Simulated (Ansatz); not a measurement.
```xyz
8

C    -0.7450   -0.3792   -0.4328
Cl   -1.4211   -2.0371   -0.4453
Cl   -0.0451    2.3846    1.4002
F    -2.4712    0.4595    1.9288
F     0.0123   -0.5547    2.5092
Ge   -0.8454    0.3968    1.3522
H    -1.3127    0.2531   -1.1291
H     0.3064   -0.4100   -0.7497
```

Geometry: B3LYP-D3(BJ)/def2-SVP.

Computed with Ansatz, isolated molecule in a Gaussian basis; Kohn-Sham density functional theory, functional PBE0.

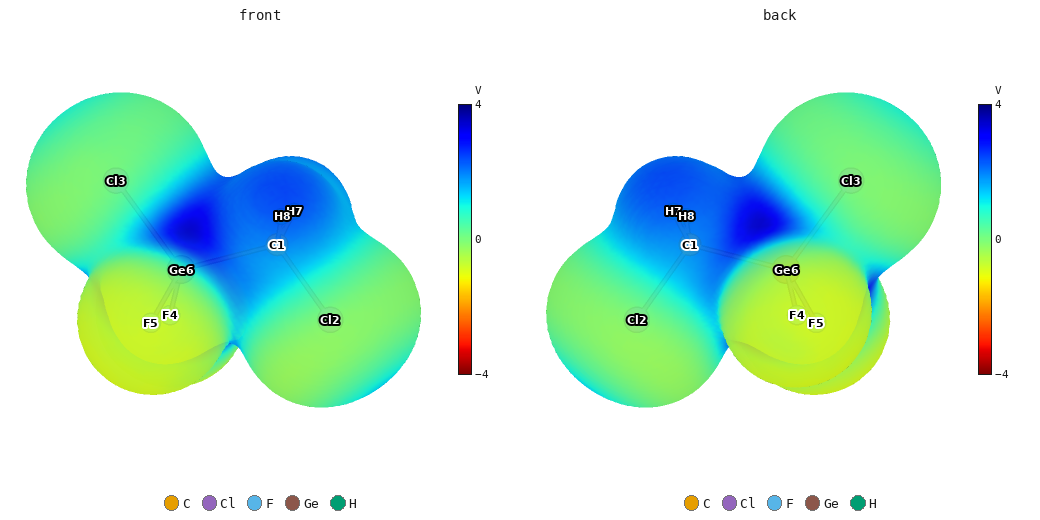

CH₂Cl₂F₂Ge (SMILES [F][Ge]([F])([Cl])[CH2]Cl). The electrostatic potential painted on the density surface at 0.004 e/bohr³, seen from the front and from behind; red is negative and blue positive.

**Where is the surface potential most negative and most positive?**

The most negative region (about −0.9 V) lies over F4 and F5, the most positive (about +3.3 V) over Ge6. Cl2 shows a σ-hole: about +1.3 V at the tip opposite its bond, against about −0.1 V on its flanks. Cl3 shows a σ-hole: about +0.9 V at the tip opposite its bond, against about 0.0 V on its flanks.
